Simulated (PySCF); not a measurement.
# Run report: C5H13NO3Si, NMR shielding calculation

- system: C5H13NO3Si, SMILES CCO[Si]1(N)OCCCO1
- method: GIAO PBE0/pcSseg-1 NMR shielding, non-relativistic, gas phase (PySCF 2.14.0)

The geometry comes from this level: GFN2-xTB. Figures and captions count atoms from 1; the log counts them from 0 in places.

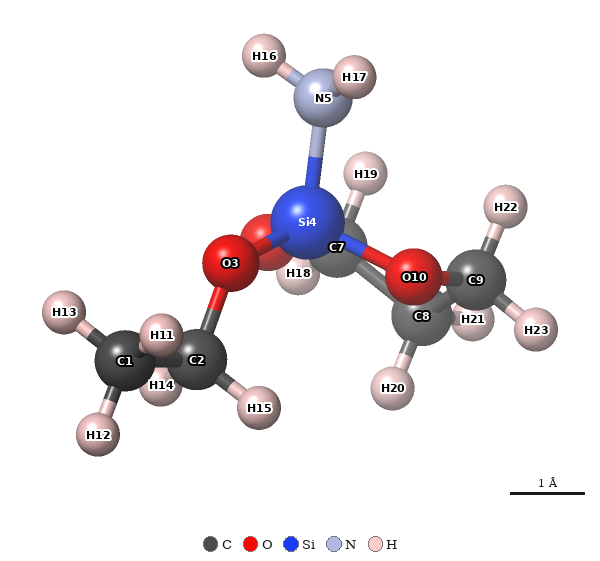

Fig. 1: The input geometry (ball-and-stick view, seen at a tilt; atoms are numbered from 1 in the order of the input).

### Key numbers

```csv
quantity,value
outcome,converged
total energy,−767.705491 hartree
HOMO,−7.50 eV
LUMO,1.34 eV
dipole moment,1.03 D
"isotropic shielding, C",118.3 to 166.7 ppm
"isotropic shielding, O",268.8 to 283.7 ppm
"isotropic shielding, Si",418.4 ppm
"isotropic shielding, N",248.4 ppm
"isotropic shielding, H",27.3 to 31.4 ppm
hardware,"1 CPU thread, shared host"
wall time,5 min (CPU time 3.1 min; the host was busy)
peak memory,1.2 GiB
```

### The input
```
{"job": {"kind": "nmr", "xc": "PBE0", "basis": "pcSseg-1"}, "charge": 0, "multiplicity": 1}
C      3.592888     0.887263     0.709355
C      2.172524     0.925813     0.167154
O      1.481149    -0.218642     0.615631
Si    -0.044196    -0.656665     0.331314
N     -0.368523    -2.155025     1.130635
O     -0.312626    -0.837444    -1.274069
C     -1.629164    -0.709004    -1.750899
C     -2.299475     0.558911    -1.228608
C     -2.370244     0.543106     0.295979
O     -1.091420     0.478098     0.876892
H      3.573511     0.870160     1.795651
H      4.143757     1.762114     0.374819
H      4.097834    -0.009100     0.359660
H      2.180027     0.935373    -0.928167
H      1.651351     1.822283     0.520018
H      0.147815    -2.955792     0.803053
H     -0.337199    -2.138491     2.137558
H     -1.569599    -0.690894    -2.843750
H     -2.210593    -1.585742    -1.441287
H     -1.707789     1.420987    -1.541787
H     -3.303928     0.642103    -1.643198
H     -2.959514    -0.320424     0.627072
H     -2.841338     1.457997     0.669077
```

The first line tells a small driver script what to run in PySCF; the rest is the geometry in Å.

Run as:
```bash
OMP_NUM_THREADS=1 python <driver script> task.json out
```

### Output
```
coarse grid: 19440 points
cycle   1  E = -767.3991308654  dE =  1.520e+00  |g| = 1.098e+00  |ddm| = 4.247e+00
cycle   2  E = -767.2018532244  dE =  1.973e-01  |g| = 1.526e+00  |ddm| = 1.911e+00
cycle   3  E = -767.6152554209  dE = -4.134e-01  |g| = 1.175e-01  |ddm| = 1.234e+00
cycle   4  E = -767.6174190073  dE = -2.164e-03  |g| = 5.439e-02  |ddm| = 1.082e-01
cycle   5  E = -767.6180235666  dE = -6.046e-04  |g| = 1.001e-02  |ddm| = 4.121e-02
cycle   6  E = -767.6180399831  dE = -1.642e-05  |g| = 3.955e-03  |ddm| = 9.097e-03
cycle   7  E = -767.6180432901  dE = -3.307e-06  |g| = 5.123e-04  |ddm| = 2.911e-03
final grid: 182424 points
cycle   8  E = -767.7054423689  dE = -4.319e-05  |g| = 1.593e-02  |ddm| = 3.260e-02
cycle   9  E = -767.7053949262  dE =  4.744e-05  |g| = 2.276e-02  |ddm| = 2.314e-02
cycle  10  E = -767.7054902493  dE = -9.532e-05  |g| = 1.498e-03  |ddm| = 1.426e-02
cycle  11  E = -767.7054907434  dE = -4.942e-07  |g| = 2.258e-04  |ddm| = 1.388e-03
cycle  12  E = -767.7054907540  dE = -1.056e-08  |g| = 6.671e-05  |ddm| = 2.441e-04
cycle  13  E = -767.7054907547  dE = -7.444e-10  |g| = 3.174e-05  |ddm| = 8.160e-05
cycle  14  E = -767.7054907549  dE = -1.769e-10  |g| = 6.734e-06  |ddm| = 2.343e-05
```

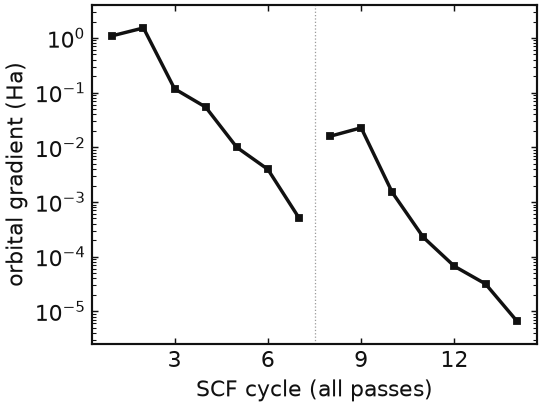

Fig. 2: Convergence of the self-consistent field: orbital gradient against the SCF cycle. The dotted line marks the change from a coarse to the final integration grid. The first 7 cycles use a coarse grid, the final grid takes over at cycle 8, and the field converges after 14 cycles in all.

```
converged SCF energy = -767.7054907549

GIAO shielding tensors (ppm)
atom      isotropic    diamagn.    paramagn.     s11        s22        s33       span
  0 C      166.702     246.137     -79.435    148.872    164.775    186.460     37.588
  1 C      125.086     245.287    -120.200     95.265    111.205    168.789     73.523
  2 O      268.775     401.240    -132.465    225.588    254.761    325.974    100.386
  3 Si     418.376     886.278    -467.903    388.858    421.978    444.291     55.432
  4 N      248.379     320.545     -72.166    218.378    252.436    274.323     55.945
  5 O      283.637     402.120    -118.484    231.365    300.138    319.408     88.043
  6 C      118.317     240.942    -122.625     92.300    109.427    153.223     60.923
  7 C      150.631     252.171    -101.540    140.370    150.931    160.593     20.223
  8 C      118.317     240.901    -122.584     92.301    109.422    153.228     60.927
  9 O      283.691     402.203    -118.511    231.413    300.196    319.466     88.053
 10 H       30.341      28.979       1.362     26.457     28.891     35.675      9.218
 11 H       30.851      26.878       3.973     26.719     27.809     38.026     11.307
 12 H       30.340      28.891       1.449     26.456     28.885     35.678      9.221
 13 H       27.716      32.735      -5.019     21.734     28.979     32.434     10.700
 14 H       27.716      32.853      -5.137     21.731     28.988     32.429     10.697
 15 H       31.404      32.327      -0.923     24.694     26.823     42.694     18.000
 16 H       31.404      32.461      -1.057     24.695     26.828     42.690     17.995
 17 H       27.409      28.606      -1.197     22.052     26.604     33.571     11.519
 18 H       27.284      29.322      -2.037     22.799     26.055     32.999     10.200
 19 H       29.617      32.312      -2.695     27.070     27.451     34.332      7.262
 20 H       30.498      28.611       1.887     26.719     27.358     37.417     10.698
 21 H       27.285      29.400      -2.115     22.799     26.056     33.000     10.201
 22 H       27.410      28.720      -1.311     22.053     26.605     33.571     11.517
```

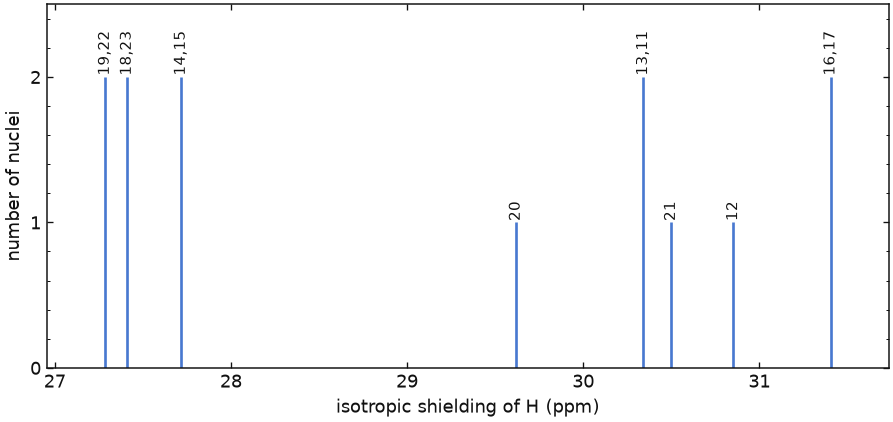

Fig. 3: Isotropic shieldings of the hydrogen nuclei in this fixed geometry, labelled by atom number; shielding grows to the right, so chemical shift grows to the left. The least shielded is H19 (27.3 ppm), the most shielded H17 (31.4 ppm).

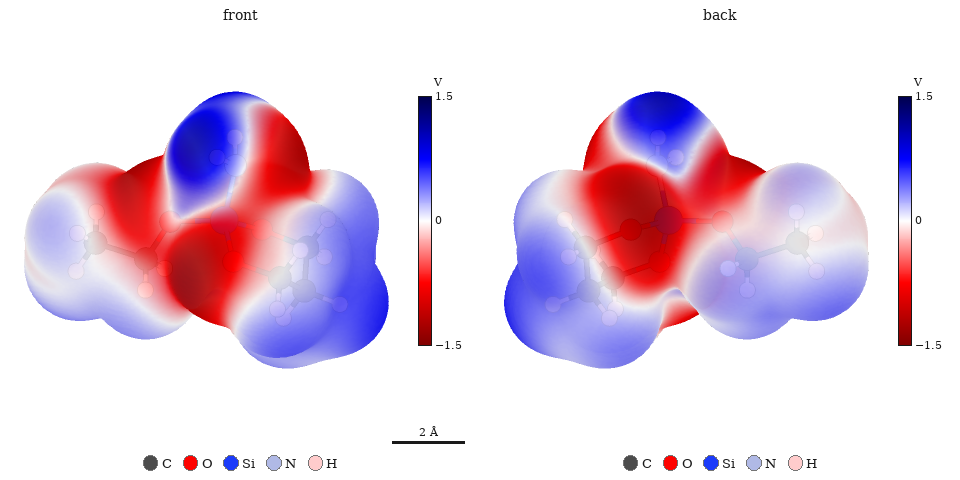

Fig. 4: The molecular electrostatic potential painted on the density surface at 0.001 e/bohr³, seen at a tilt and from behind; the colour scale runs from red (negative) to blue (positive).

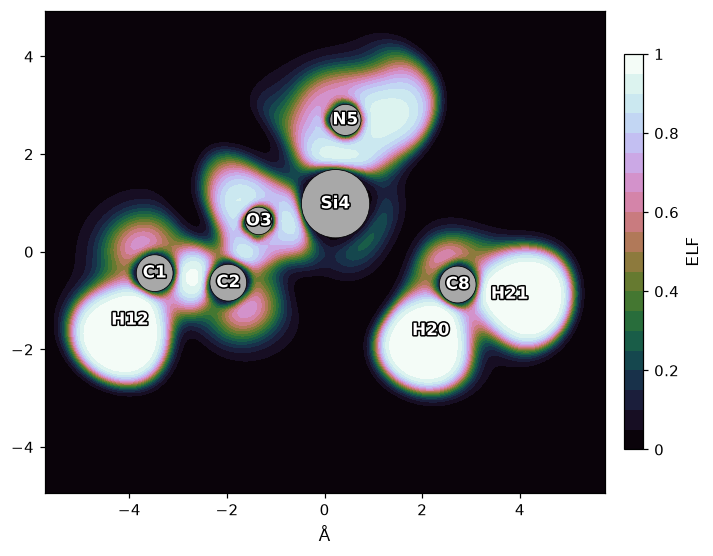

Fig. 5: Electron localisation function on the plane of atoms H20, C8 and H21. Grey discs, where drawn, cover atomic cores. The plane passes through C, O, Si, N and H nuclei. C–O (1.41 Å): the ELF peaks at about 0.90 between the atoms (a shared but strongly polarised pair). C–C (1.52 Å): the ELF peaks at about 0.95 between the atoms (localised, shared-pair bonding). C–H (1.09 Å): the ELF climbs to about 1 towards the hydrogen, as it does in any bond to H (a covalent bond by its length).
